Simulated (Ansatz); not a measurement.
Consider Tl2PtF6 (started from the K2PtCl6 type) (Fm-3m).

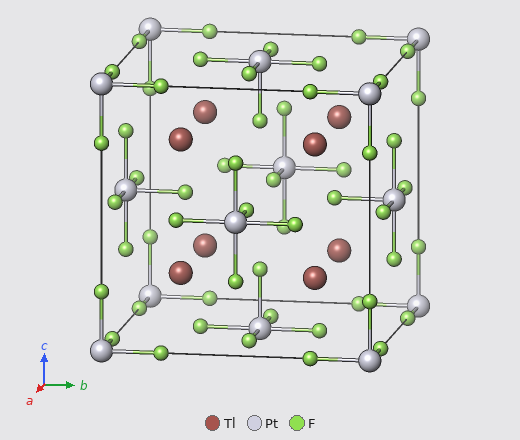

The structure (thallium brown, platinum light grey, fluorine green). Some periodic images of atoms are drawn too.

The structure was built from a prototype and need not be the compound's stable phase.

```cif
data_structure
_symmetry_space_group_name_H-M 'P 1'
_symmetry_Int_Tables_number 1
_cell_length_a 6.2662
_cell_length_b 6.2662
_cell_length_c 6.2662
_cell_angle_alpha 60.000
_cell_angle_beta 60.000
_cell_angle_gamma 60.000
_cell_volume 173.98
loop_
_atom_site_label
_atom_site_type_symbol
_atom_site_fract_x
_atom_site_fract_y
_atom_site_fract_z
_atom_site_occupancy
Tl1 Tl 0.25000 0.25000 0.25000 1
Tl2 Tl 0.75000 0.75000 0.75000 1
Pt3 Pt 0.00000 0.00000 0.00000 1
F4 F 0.22186 0.22186 0.77814 1
F5 F 0.77814 0.77814 0.22186 1
F6 F 0.22186 0.77814 0.22186 1
F7 F 0.77814 0.22186 0.77814 1
F8 F 0.77814 0.22186 0.22186 1
F9 F 0.22186 0.77814 0.77814 1
```

The structure was relaxed with PBE. The structure type comes from a generator and need not be one that this composition takes. The structure was generated from a model, not taken from a measurement. The runs that relaxed it are not among those shown. The program's search for lower electronic states was switched off, so nothing shows that the state found is the lowest. Spin-orbit coupling is left out unless a run names it. PAW set soft_2, made with PBE.

A constrained-RPA run (Ansatz 0.2.0; non-magnetic PBE; Pt eg, bands c1 to c2, 4×4×4 mesh, medium accuracy) builds 2 functions on bands 0.49 eV wide, with 0.0 electrons in the window. The bare on-site interaction is 11.5 eV and the bare J 0.68 eV.

Q: Estimate U, U′ and J.

On the Pt eg shell, U = 4.54 eV (40 % of the bare value), U′ = 3.77 eV, J = 0.39 eV.

The parent state is non-magnetic and the interaction static (zero frequency); U depends on the window and the orbitals, so it belongs to this model alone. Spin-orbit coupling, which is strong for atoms this heavy, is left out.

[Paths, hosts, dates, memory and timing lines, banners, echoed tables and standing remarks are left out of the program output.]

[Logs are printed without paths, hosts, clocks, repeated set-up lines and the standing remarks that a program may print on its own settings, such as how far it seeks lower states.]

[Runs of the session that timed out or met a known fault of the program may be left out.]

[Hosts, paths, dates, database ids (printed as entryN), source tags and the programs' standing remarks are cut or masked in the printed files.]
